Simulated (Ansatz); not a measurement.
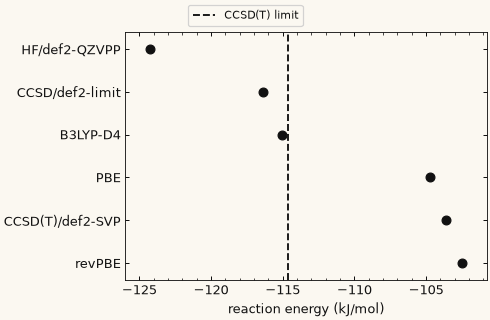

Electronic reaction energy of InBr₂F ([F][In]([Br])[Br]) + SiH₃S₂Cl (SS[SiH2]Cl) → InHS₂Br₂ (S[S][In]([Br])[Br]) + SiH₂ClF (F[SiH2]Cl) (SMILES in brackets) at several levels (functionals in def2-TZVPP unless a basis is named), isolated molecules at PBE0-D4 triple-zeta geometries, minima by their frequencies, no zero-point or thermal terms, the Ansatz code 0.2.0. The line is frozen-core CCSD(T) at the basis limit (MP2 extrapolated from triple and quadruple zeta, plus CCSD(T) less MP2 in a smaller set). No dispersion term is added to PBE and revPBE. The distance of CCSD(T)/def2-SVP to the limit includes basis error. Core potentials past Kr.

**What do zero-point energy and temperature add?**

Zero-point change 1.9 kJ/mol; at 298.15 K and 1 bar the CCSD(T) limit plus thermal terms gives an enthalpy of reaction of −112.4 and a free energy of −114.9 kJ/mol (harmonic PBE0-D4 modes, ideal gas).

**Give the values.**

| level | kJ/mol | less CCSD(T) limit |
| --- | --- | --- |
| HF/def2-QZVPP | −124.2 | −9.6 |
| CCSD/def2-limit | −116.4 | −1.7 |
| B3LYP-D4 | −115.0 | −0.4 |
| PBE | −104.7 | 9.9 |
| CCSD(T)/def2-SVP | −103.6 | 11.1 |
| revPBE | −102.5 | 12.2 |
| CCSD(T) limit | −114.6 | 0.0 |

Caveats: no scalar relativity up to krypton; outer-core shells are correlated without core-valence functions, which makes the correlated values less sure; spin-orbit coupling is left out, and with In it can shift these values; one conformer of each flexible molecule.
